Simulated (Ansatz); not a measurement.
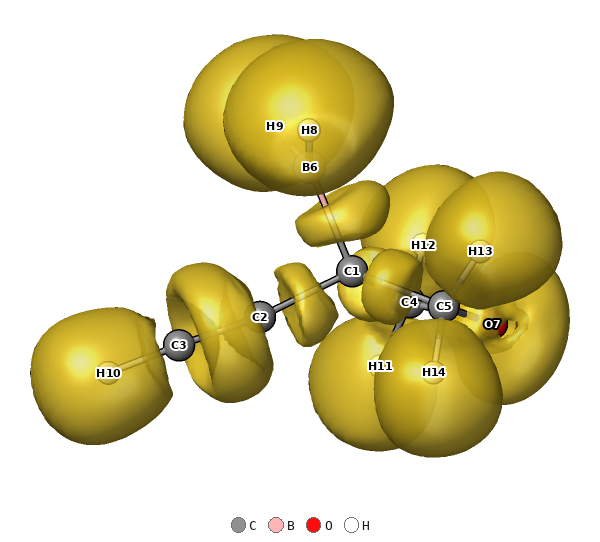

The picture shows: C₅H₇BO (SMILES BC1(C#C)COC1). Isosurface of the electron localisation function at 0.75 (yellow), seen at a tilt. Only the valence region is drawn (cores and ρ < 0.01 e/Å³ removed).

Geometry: B3LYP/def2-SVP.

The calculation used isolated molecule in a Gaussian basis; Kohn-Sham density functional theory, functional PBE0 (Ansatz 0.2.0).

The calculation's input:

```
crystal:
  periodic: [false, false, false]
  atoms:
    - symbol: C
      position_ang: [-0.495077, -0.317565, 0.740803]
    - symbol: C
      position_ang: [0.547278, 0.607229, 1.159934]
    - symbol: C
      position_ang: [1.453723, 1.281203, 1.612154]
    - symbol: C
      position_ang: [-0.621301, -0.685030, -0.765228]
    - symbol: C
      position_ang: [-1.947648, 0.208725, 0.561368]
    - symbol: B
      position_ang: [-0.105400, -1.374158, 1.842264]
    - symbol: O
      position_ang: [-1.995357, -0.283302, -0.782277]
    - symbol: H
      position_ang: [-0.607742, -1.306086, 2.935801]
    - symbol: H
      position_ang: [0.730438, -2.207449, 1.597738]
    - symbol: H
      position_ang: [2.246598, 1.901405, 1.987120]
    - symbol: H
      position_ang: [0.008469, -0.080095, -1.442250]
    - symbol: H
      position_ang: [-0.490731, -1.754732, -1.006683]
    - symbol: H
      position_ang: [-2.707586, -0.260905, 1.210630]
    - symbol: H
      position_ang: [-2.050687, 1.307446, 0.617230]
basis:
  gaussian:
    orbitals: def2-SVPD
hamiltonian:
  xc: pbe0
output:
  forces: true
  orbitals: {seedname: orbitals}
```

Run with:

```sh
ansatz run input.yaml --threads 2 --pin off --max-ram 5220MiB --events-out events.jsonl --progress --plain --runs-dir runs
```

**Identify the bonds, lone pairs and shells in this picture.**

The surface consists of one region between bonded B–C atoms (shared pairs), four regions between bonded C–C atoms (shared pairs), seven regions around hydrogen nuclei and one region on O in which the atom's valence shell and bonds are merged.

Values along the shortest contacts:
C–C (1.22 Å): the ELF peaks at about 0.85 between the atoms (a short, multiple covalent bond). C–O (1.43 Å): the ELF peaks at about 0.90 between the atoms, as expected for a polar covalent bond.
